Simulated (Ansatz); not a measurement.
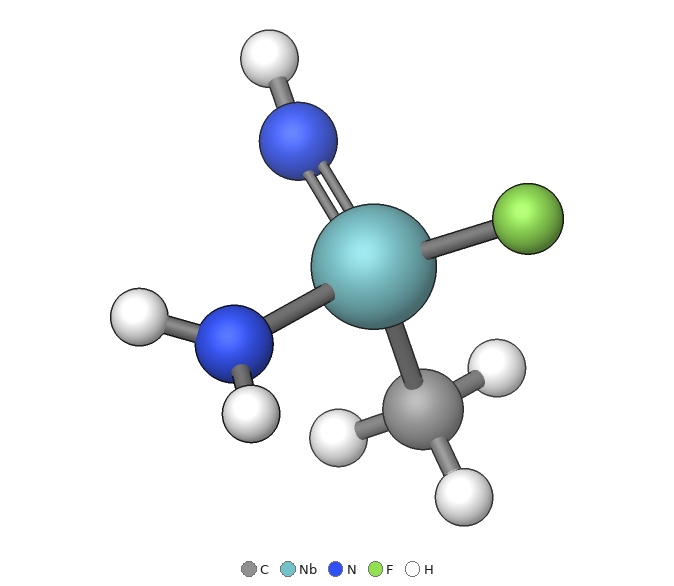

The picture shows a molecular structure as a ball-and-stick model. Multiple sticks mark multiple bonds (one Kekulé form).

Charge 0, singlet. The geometry was computed by an optimisation with PBE0-D4/def2-TZVP.

Identify the structure.

It has 11 atoms: 1 carbon, 6 hydrogen, 1 fluorine, 2 nitrogen and 1 niobium (CH6FN2Nb). Its SMILES string is `[CH3][Nb@@](=[NH])([NH2])[F]`. The point group is C1. Coordination, clear cases only: 1 C tetrahedral; 1 Nb tetrahedral; 1 N trigonal planar.

The parts below concern this one geometry. Atoms keep their numbers from picture to picture.

## Geometry

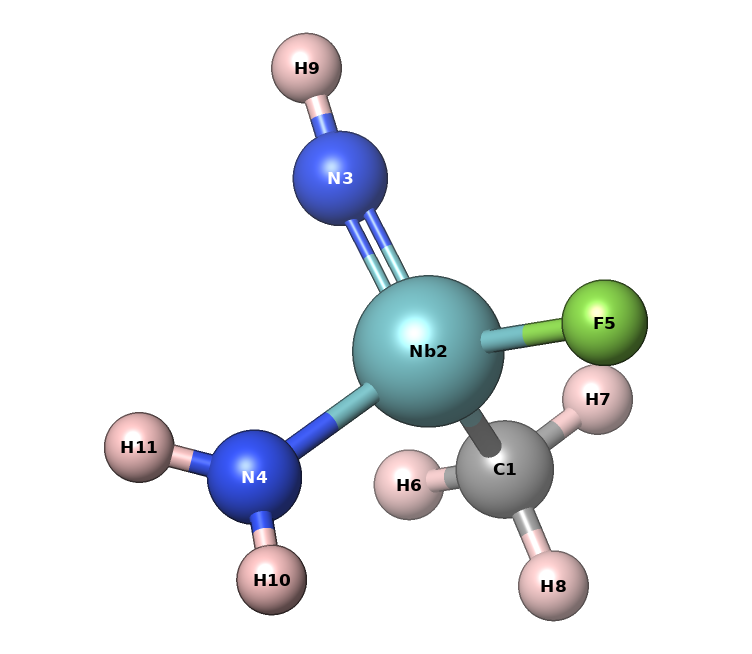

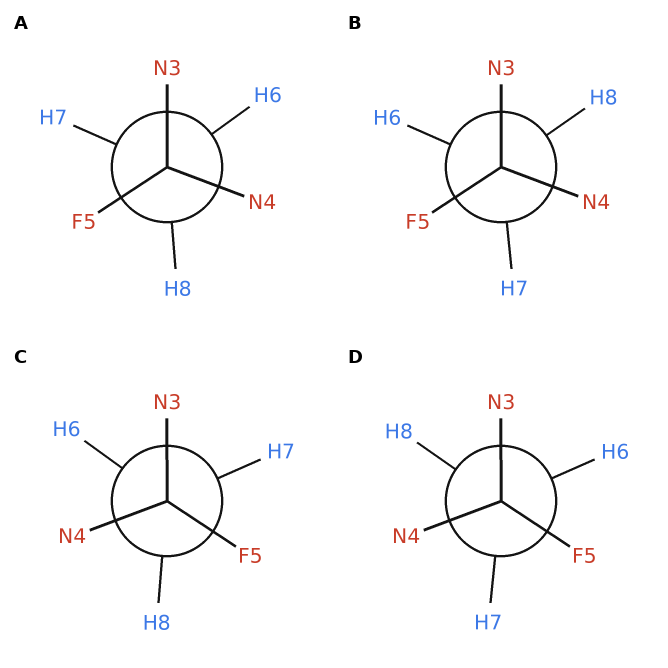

Atoms fade into the background with distance from the viewer. Bonds that would overlap in a projection are set slightly apart.

Which Newman projection shows the view along Nb2–C1, with Nb2 in front?

C. The torsion angle F5–Nb2–C1–H6 is −177°, antiperiplanar (anti).

## Electronic properties

Properties computed with RKS BHLYP-D4/def2-TZVPP, core potentials on Nb (Ansatz 0.2.0).

Predict the main results.

- HOMO energy (Kohn–Sham orbital): −8.86 eV
- LUMO energy (Kohn–Sham orbital): −0.09 eV
- HOMO–LUMO gap: 8.77 eV
- dispersion correction: −28.8 kJ/mol

## Charges

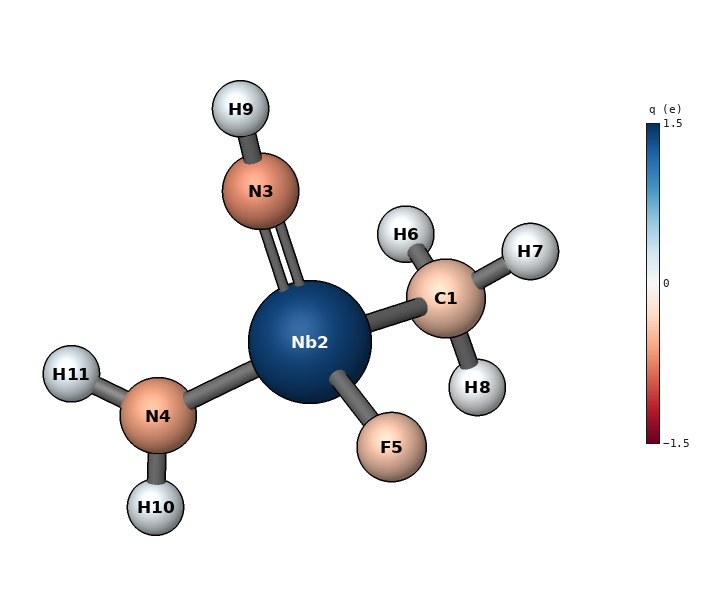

Atoms are coloured by their Mulliken charges. Level of theory: RKS r2SCAN-D4/def2-TZVPP, core potentials on Nb (Ansatz 0.2.0).

Which atom carries the highest charge (most positive or least negative)?

Nb2 (1.38 e).

And the lowest?

N3 (−0.69 e).

Give the Mulliken charges atom by atom.

```csv
atom,value (e)
C1,−0.42
Nb2,1.38
N3,−0.69
N4,−0.60
F5,−0.42
H6,0.09
H7,0.08
H8,0.07
H9,0.16
H10,0.16
H11,0.19
```

## Dipole moment

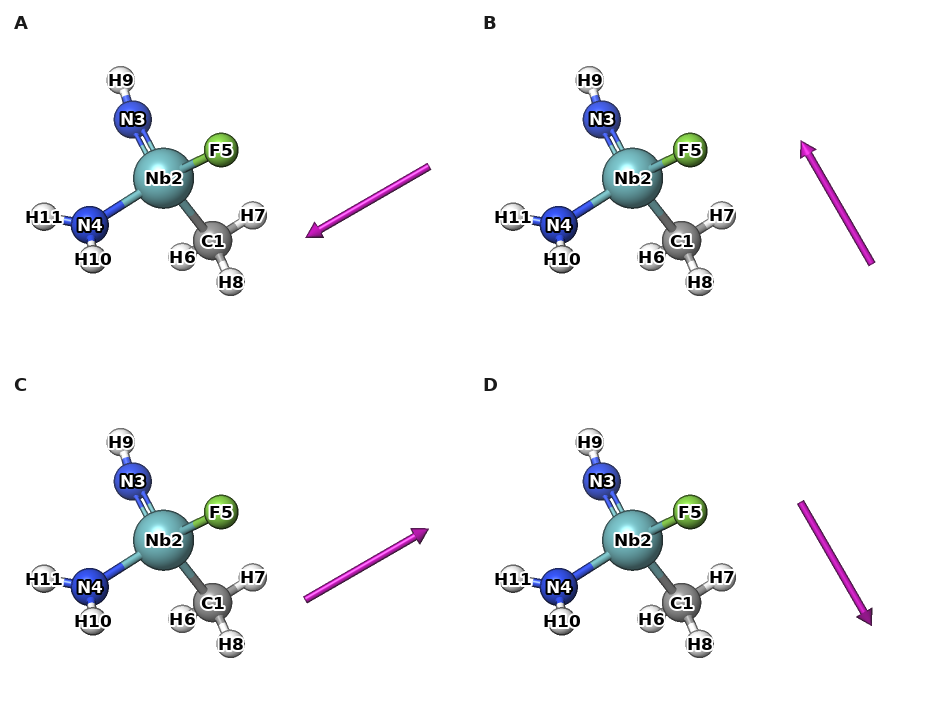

The same molecule four times, each with an arrow. Method: RKS PBE-D4/def2-TZVPP, core potentials on Nb (Ansatz 0.2.0).

Which arrow points along the dipole moment, from the negative to the positive end?

A. The dipole moment is 2.02 D; it points from the side of F5, H7 to the side of H11 (the outermost atoms at the two ends).

Mulliken values depend strongly on the basis set and can even reverse the polarity of a bond.
